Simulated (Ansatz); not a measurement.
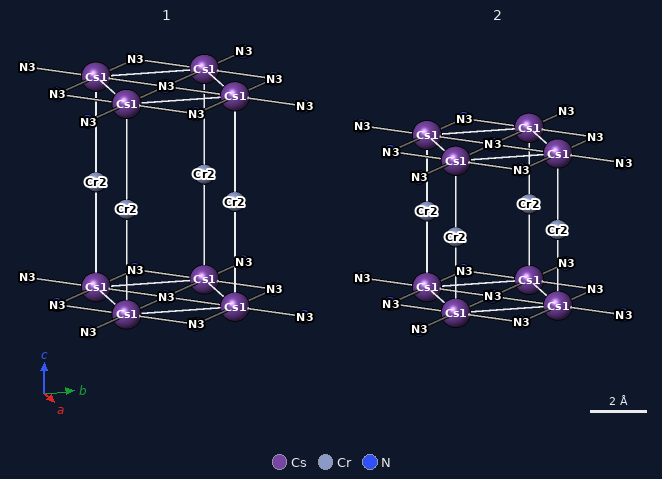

Two geometries of a crystal of CsCrN (a generated structure, set up in P4/mmm) (coarse preliminary run), drawn at one scale. One is the start of a relaxation, the other its converged end. Style: ball-and-stick. Shown: the cell of the calculation, slightly off an axis.

Method: DFT PBE, scalar-relativistic, plane waves, PAW (Ansatz 0.2.0). Settings: plane-wave cutoff 420 eV; k-point mesh 4 × 4 × 4; occupations gaussian; smearing width 0.1 eV; collinear spin; cell and atoms relaxed; force threshold 0.04 eV/Å; at most 70 steps.

Question: Which geometry has the lower energy?

Answer: Structure 1 is the relaxed one. No atom moves by more than 0.005 Å relative to the cell. The drawn cell changes as follows: a = b 3.854 → 4.091 Å (+6.1 %), c 5.710 → 7.902 Å (+38.4 %); the volume changes by +55.9 %. Among the contacts that change: Cs1–Cr2 2.855 → 3.951 Å, Cs1–N3 2.725 → 2.893 Å. The space group stays P4/mmm (No. 123). Over 9 accepted moves (12 points after the start) the energy falls by 0.475 eV per cell of the calculation. All forces vanish by symmetry, so only the cell relaxes. Pressure: 3.48 GPa at the start and 0.01 GPa at the end. The SCF was repeated 3 times at an unchanged geometry on a basis and grid sized afresh for the cell, which shifted the energy by 70.8 meV per cell of the calculation at most. The run may lie on a higher electronic state than the lowest, so the end point isn't shown to be the ground-state structure.

Limits of the set-up: the k-point mesh is coarse for a cell with partly filled bands; layers or molecules are held without a dispersion correction, so their spacing is unreliable.
